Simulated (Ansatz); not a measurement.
BF2HO···SiH4

Input file:

```
crystal:
  periodic: [false, false, false]
  atoms:
    - {symbol: B, position_ang: [-0.977868, -1.290548, 0.738338]}
    - {symbol: Si, position_ang: [1.292220, 1.134390, -0.909225]}
    - {symbol: F, position_ang: [-1.570078, -1.536388, -0.423742]}
    - {symbol: F, position_ang: [0.288098, -1.633965, 0.877626]}
    - {symbol: H, position_ang: [-0.030240, 1.145830, -0.227930]}
    - {symbol: O, position_ang: [-1.625925, -0.723995, 1.771705]}
    - {symbol: H, position_ang: [1.437408, 2.394909, -1.680531]}
    - {symbol: H, position_ang: [2.366952, 1.042193, 0.108440]}
    - {symbol: H, position_ang: [1.359793, -0.026003, -1.830432]}
    - {symbol: H, position_ang: [-2.540263, -0.506524, 1.575652]}
basis:
  gaussian: {orbitals: def2-TZVPP}
hamiltonian: {xc: pbe0, dispersion: d4}
output: {orbitals: {seedname: orbitals}}
```

Command:

```sh
ansatz run in.yaml --threads 4 --pin off --events-out ev --progress --plain --max-ram 9574MiB
```

The product side of a reaction path; geometry: PBE0-D4/def2-TZVP.

These are results of Ansatz, RKS PBE0-D4/def2-TZVPP, not measurements.

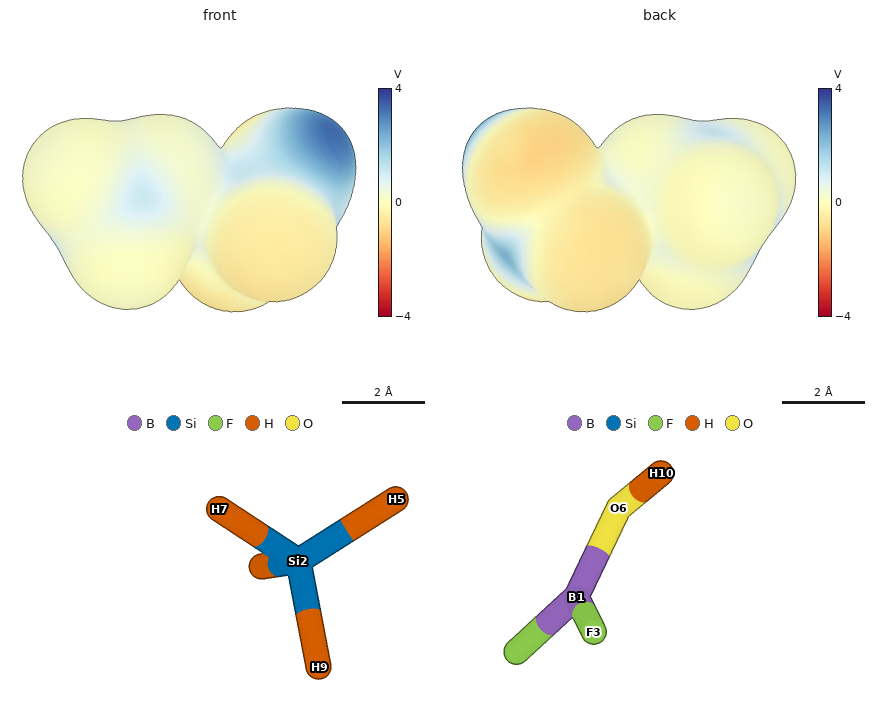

Figure 1. The electrostatic potential painted on the density surface at 0.002 e/bohr³, seen from the front and from behind; the colour scale runs from red (negative) to blue (positive). The bare structure is drawn below in the same view.

Q: Which sites attract a positive test charge, and which a negative one?

A: A positive charge is drawn to the negative regions and a negative charge to the positive ones. The most negative region (about −1.0 V) lies over O6, the most positive (about +3.2 V) over H10.

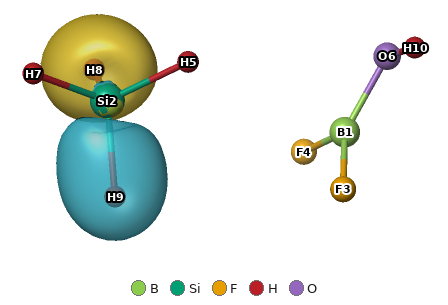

Figure 2. The HOMO−1 at ±0.2 Å⁻³ᐟ² (yellow and cyan are the two phases), seen at a tilt.

Q: Where does this orbital lie, and at what energy?

A: It lies mainly on Si2 (about 45 %), H8 (about 30 %) and H9 (about 25 %). Its energy is −9.85 eV.
